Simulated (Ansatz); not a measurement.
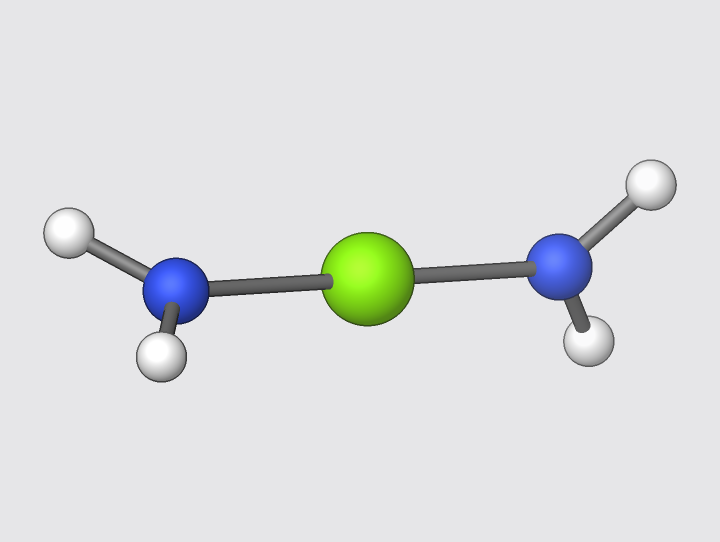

The picture shows a molecular structure as a ball-and-stick model. Every bond is drawn as one stick, whatever its order. Colours: nitrogen blue, magnesium green, hydrogen white.

Computed geometry: PBE0-D4/def2-TZVP optimisation.

Give the formula.

Answer. H₄MgN₂, 7 atoms: 4 hydrogen, 1 magnesium and 2 nitrogen.

How many bonds of each kind are drawn?

Answer. 4 N–H, 2 Mg–N.

Write the SMILES.

Answer. [NH2][Mg][NH2]

The parts below concern this one geometry. Atoms keep their numbers from picture to picture.

Levels of theory compared

Program: Ansatz 0.2.0.

At this fixed geometry, give HOMO energy (eV), vertical IP (eV), HOMO–LUMO gap (eV) at these levels: B3LYP-D4/def2-TZVPP; PBE-D4/def2-TZVPP; PBE0-D4/def2-TZVPP; r2SCAN-D4/def2-TZVPP; ωB97M-V/def2-TZVPP; ωB97X-V/def2-TZVPP.

```
               level  HOMO energy (eV)  vertical IP (eV)  HOMO–LUMO gap (eV)
 B3LYP-D4/def2-TZVPP             −5.99              8.24                4.93
   PBE-D4/def2-TZVPP             −4.86              7.89                3.40
  PBE0-D4/def2-TZVPP             −6.21              8.23                5.45
r2SCAN-D4/def2-TZVPP             −5.11              7.95                4.14
  ωB97M-V/def2-TZVPP             −8.62              8.76                9.09
  ωB97X-V/def2-TZVPP             −8.70              8.77                9.57
```

Thermal motion

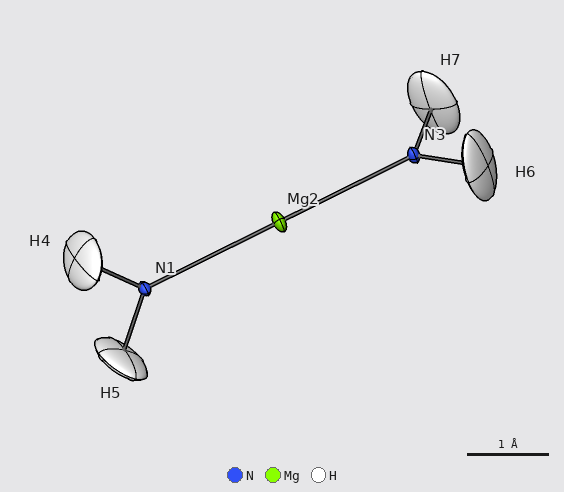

Displacement ellipsoids at the 50 % level, from the internal vibrations of the free molecule (harmonic, no overall translation or rotation; no half-axis is drawn under 0.075 Å). Vibrations computed with RKS PBE0-D4/def2-TZVP (Ansatz 0.2.0). Temperature: 298 K.

Which atom has the largest mean-square displacement?

Answer. H4, H5, H6, H7, with U_eq = 0.0534 Å².

Does H7 move more along its bond or across it?

Answer. Across it: the root-mean-square amplitude is 0.084 Å along the bond and up to 0.331 Å across, since bending and torsion are softer than stretching.

List U_eq and the three principal root-mean-square amplitudes for each kind of atom.

```tsv
atom	U_eq (Å²)	rms amplitudes (Å)
N1, N3	0.0037	0.038, 0.059, 0.078
Mg2	0.0056	0.022, 0.090, 0.090
H4, H5, H6, H7	0.0534	0.081, 0.210, 0.331
```

Charges

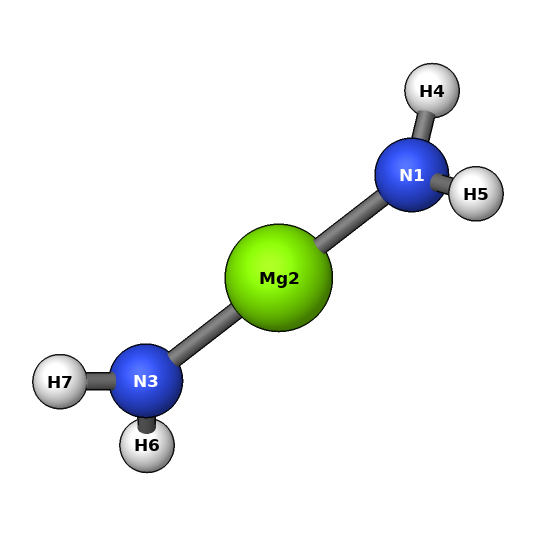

The questions are on Mulliken charges. Properties computed with RKS PBE-D4/def2-TZVPP (Ansatz 0.2.0).

Give the Mulliken charges atom by atom.

```
atom  value (e)
  N1      −0.62
 Mg2       0.67
  N3      −0.62
  H4       0.14
  H5       0.14
  H6       0.14
  H7       0.14
```

Mulliken values depend strongly on the basis set and can even reverse the polarity of a bond.
